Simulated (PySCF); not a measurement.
**C₃H₅Se, doublet, SMILES `[CH]1C[Se]C1`: what the electrons do**

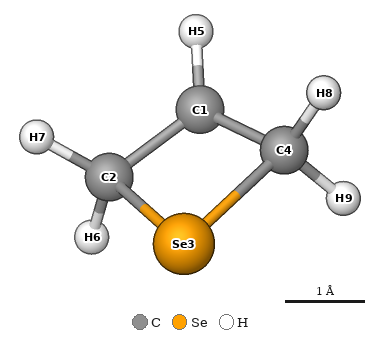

The molecule, with its atoms numbered as below. No frequency check shows the geometry to be a minimum.

Geometry (Å), atoms numbered from 1:

```
C1       1.7359   -0.0001    0.0429
C2       0.8397    1.1668   -0.0767
Se3     -0.7857    0.0000    0.0232
C4       0.8395   -1.1670   -0.0767
H5       2.6961    0.0000    0.5249
H6       0.8523    1.6775   -1.0447
H7       0.9122    1.9131    0.7189
H8       0.9118   -1.9132    0.7189
H9       0.8520   -1.6777   -1.0447
```

## 1. Bonding charge

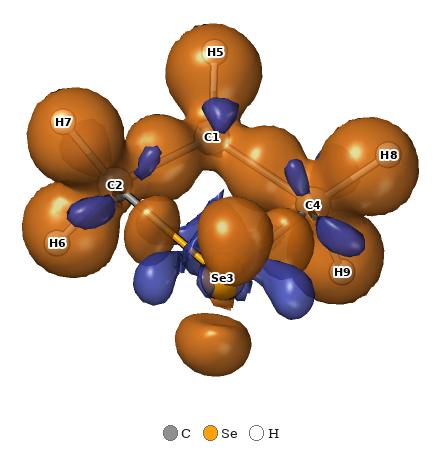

Deformation density (molecule less spherical, spin-averaged free atoms at the same positions), surfaces at ±0.08 e/Å³; orange: gain, blue: loss.

Computed with PySCF, r2SCAN/def2-TZVP, geometry: GFN2-xTB. The stability of the open-shell solution wasn't checked. GFN2-xTB doesn't know the spin state, so this open-shell geometry is rough.

Q: How much density has each bond gained at its critical point, relative to the free atoms?

A: C1–H5: +0.74 e/Å³ at the bond critical point (bond length 1.07 Å, Mayer order 1.0). C2–H7 and C4–H8: +0.71 e/Å³ at the bond critical point (bond length 1.09 Å, Mayer order 0.9). C2–H6 and C4–H9: +0.70 e/Å³ at the bond critical point (bond length 1.09 Å, Mayer order 0.9). C1–C2 and C1–C4: +0.55 e/Å³ at the bond critical point (bond length 1.48 Å, Mayer order 1.0). Se3–C4 and C2–Se3: +0.17 e/Å³ at the bond critical point (bond length 2.00 Å, Mayer order 1.0). In all, 2.0 electrons gather in the regions of gain relative to the promolecule.

Q: Where do the Hirshfeld charges lie?

A: The highest Hirshfeld charge is on H7 and H8 (+0.04 e), the lowest on C2 and C4 (−0.08 e).

```
atom  charge (e)
  C1       −0.03
  C2       −0.08
 Se3       −0.01
  C4       −0.08
  H5       +0.04
  H6       +0.04
  H7       +0.04
  H8       +0.04
  H9       +0.04
```

## 2. Local ionisation energy

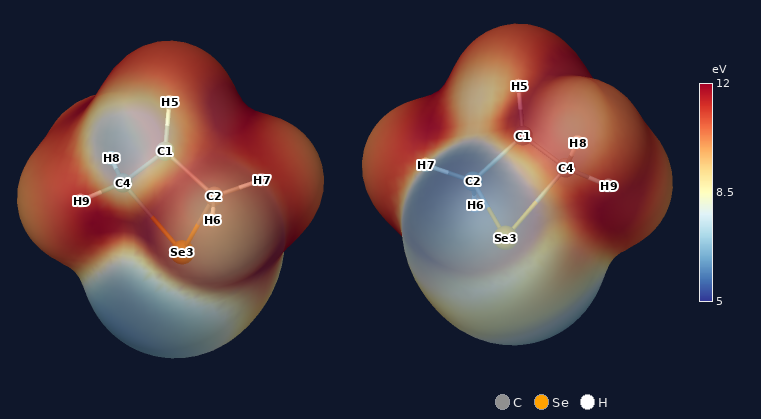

Average local ionisation energy on the surface of electron density 0.001 a.u. (back view left, front view right).

Q: Where are the most loosely bound electrons on this surface?

A: The lowest value is 5.9 eV, 2.4 Å from Se3. Further minima include 7.0 eV, off the C1–H5 bond (2.0 to 2.2 Å from its atoms); 10.0 eV, 1.4 Å from H9, and at like points elsewhere. For comparison, the highest occupied orbital lies at −4.9 eV.

## 3. Spin density

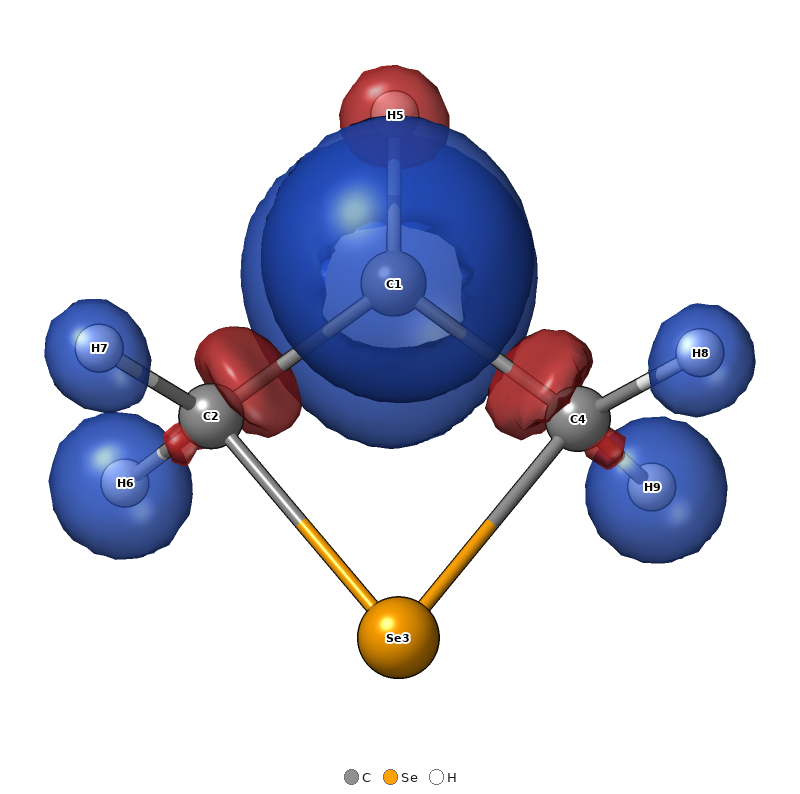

Spin density ρα − ρβ at ±0.03 e/Å³ (blue: excess α, red: excess β).

Q: Give the atomic spin populations that go with this picture.

A: Hirshfeld spin populations: C1 +0.69, Se3 +0.05, H5 +0.05, C2 and C4 +0.04 and H6 and H9 +0.04. ⟨S²⟩ = 0.76, against 0.75 for a pure state. The picture also shows regions of β spin from spin polarisation; the Hirshfeld sums, whose atoms overlap, net them against the α spin of neighbours.

## 4. In an electric field

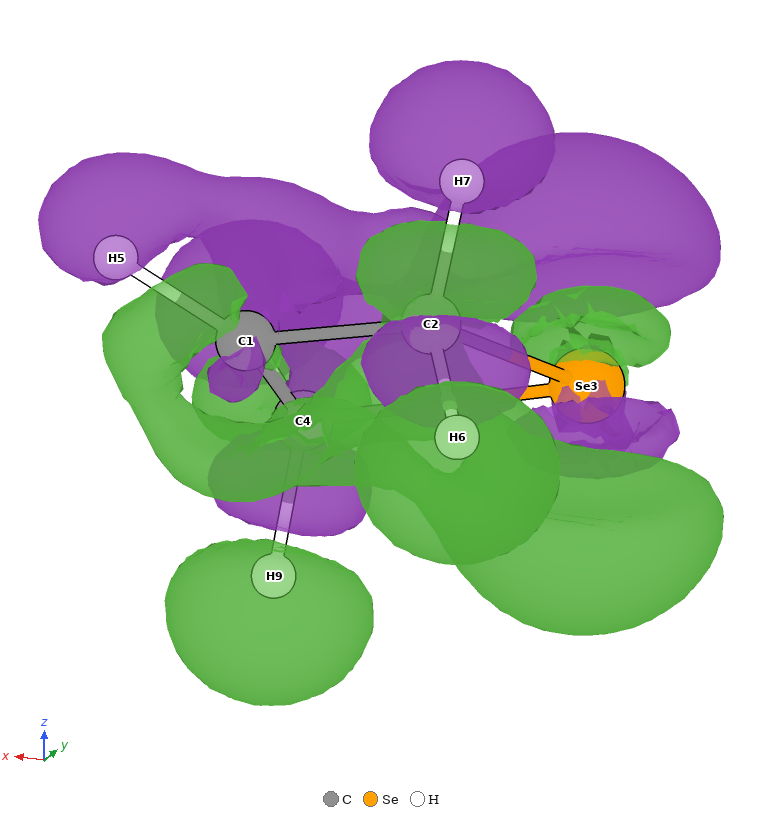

Change of the electron density in a uniform field of 0.21 V/Å, surfaces at ±0.0015 e/Å³ (purple: gain, green: loss).

Computed with PySCF, BLYP/def2-SVP, geometry: GFN2-xTB. A basis without diffuse functions makes polarisabilities too small. The stability of the open-shell solution wasn't checked. GFN2-xTB doesn't know the spin state, so this open-shell geometry is rough.

Q: Along which Cartesian direction does the field point?

A: Along −z: electrons gather on the +z side, against the field.

Q: What dipole is induced, and what polarisability does it imply?

A: The induced dipole is 0.39 D (along the field); α along this axis, from the fields in both directions, is 38 bohr³ (5.6 Å³).

Q: Which atoms gain and lose the most charge?

A: Electrons gather most on H7 and H8 alike (Hirshfeld charge changes by −0.005 e) and leave H6 and H9 alike most (+0.007 e); 0.043 electrons are displaced in all.

## 5. Removing or adding an electron

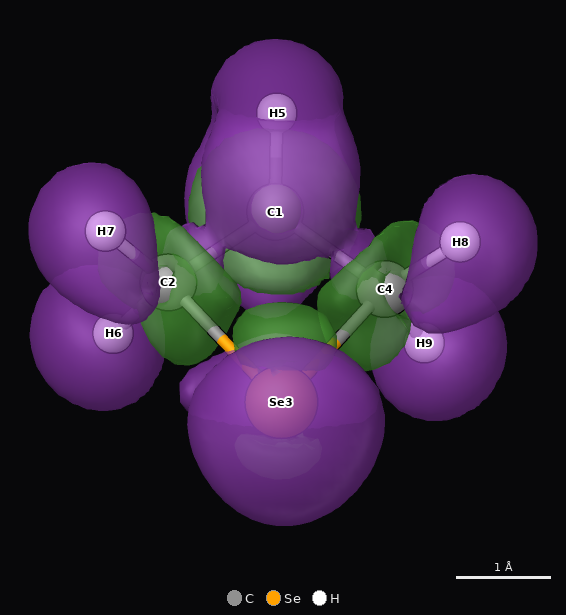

Fukui function f⁻ = ρ(N) − ρ(N−1) at fixed geometry, surfaces at ±0.015 e/Å³ (purple positive, green negative).

Level of theory: TPSSh/def2-SVPD (PySCF), at a geometry from GFN2-xTB. GFN2-xTB doesn't know the spin state, so this open-shell geometry is rough.

Q: Which atoms respond most to the removal of an electron?

A: f⁻ (Hirshfeld-condensed) is largest on Se3 (0.26) and C1 (0.24); the vertical ionisation energy is 7.95 eV (to the singlet cation, which needn't be its lowest state). Condensed values hint at sites of electrophilic attack but needn't mark the atom that reacts. Shares this close don't rank the sites. Orbital relaxation makes it negative in places (0.19 e in all).
